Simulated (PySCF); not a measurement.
```xyz
16

O    -0.8563    1.4304   -0.3576
C    -1.8184    0.7226   -0.2320
C    -1.7606   -0.7457    0.0168
C    -0.3788   -1.1931    0.4694
Si    1.0330   -0.4975   -0.6340
Si    2.1205    1.3117    0.2897
H    -2.8396    1.1409   -0.3187
H    -2.5443   -1.0220    0.7288
H    -2.0181   -1.2227   -0.9358
H    -0.3522   -2.2821    0.4831
H    -0.2272   -0.8647    1.4990
H     0.4750   -0.3262   -1.9845
H     1.9423   -1.6542   -0.7978
H     3.5344    1.0027    0.5474
H     1.5618    1.7133    1.5858
H     2.1209    2.4957   -0.5684
```

Geometry: GFN2-xTB.

All numbers below come from PySCF 2.14.0, PBE0/pcSseg-1, SCF density, gas phase, non-relativistic.

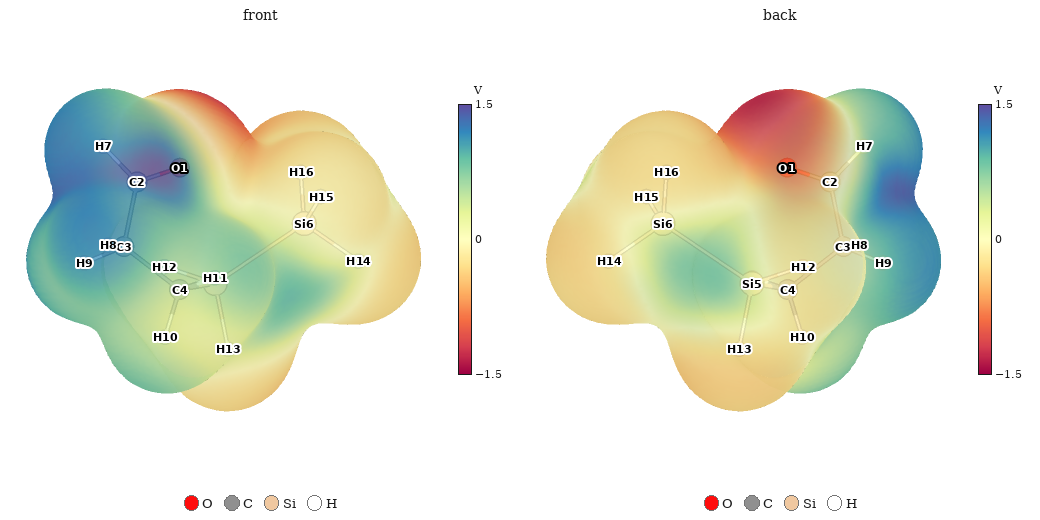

C3H10OSi2 (SMILES O=CCC[SiH2][SiH3]). The electrostatic potential painted on the density surface at 0.002 e/bohr³, seen from the front and from behind; the colour scale runs from red (negative) to blue (positive).

Q: Describe the electrostatic potential map.

A: The most negative region (about −1.3 V) lies over O1, the most positive (about +1.4 V) over the π face of C2. O1 is the likeliest acceptor of a hydrogen bond.

Q: What dipole moment does the calculation give?

A: Its dipole moment is 3.61 D.
